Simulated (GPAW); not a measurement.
The Cu K edge of atom 1 in MgCu2S2 (R3m), with 3 S at 2.24 Å (trigonal planar, site symmetry 3m), was computed in 2 ways: excited-electron core hole (neutral cell) and no core hole. Program and functional: GPAW, RPBE, Gaussian full width 1.55 eV up to 4 eV, rising linearly to 3.5 eV at 25 eV; cells of 5 and 15 atoms (the run without a hole in the smaller).

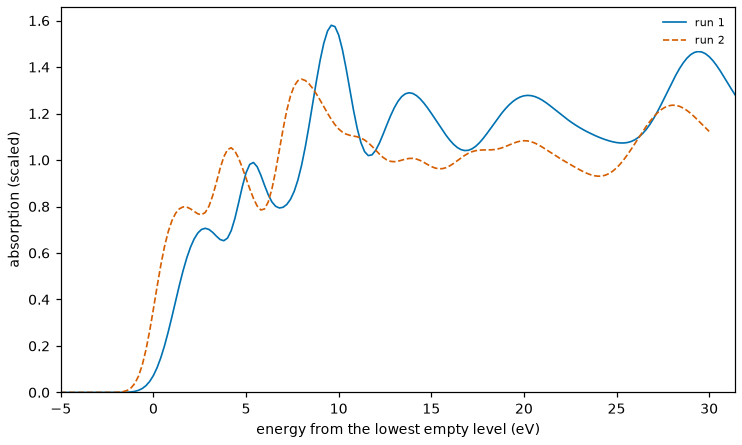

Each run is counted from its own lowest empty level or Fermi level and scaled to a mean of 1 over its first 20 eV.

Question: Which run is which?

Run 1: no core hole (area from −2 to 6 eV 3.8, main maxima 2.8 eV (0.71), 9.6 eV (1.58), 13.8 eV (1.29), 20.2 eV (1.28) and 29.4 eV (1.47)). Run 2: excited-electron core hole (neutral cell) (area from −2 to 6 eV 5.1, main maxima 1.6 eV (0.80), 4.2 eV (1.05), 8.0 eV (1.35), 20.0 eV (1.08) and 28.0 eV (1.24)). With each curve scaled to its own mean, the area from −2 to 6 eV with the hole is 5.1 against 3.8, and the centre of weight from −1 to 20 eV moves by -0.9 eV: the hole pulls the absorber's empty states down.

[Hosts, paths, dates, database ids (printed as entryN), source tags and the programs' standing remarks are cut or masked in the printed files.]

[Lists of maxima count a maximum above −3 eV only where it reaches 4 % of the highest in the window and stands out from its surroundings by 2 % of it (1.5 % where it reaches 55 %); shoulders and weaker maxima are passed over, and of the rest the first, up to two pre-edge ones and the few strongest are named.]
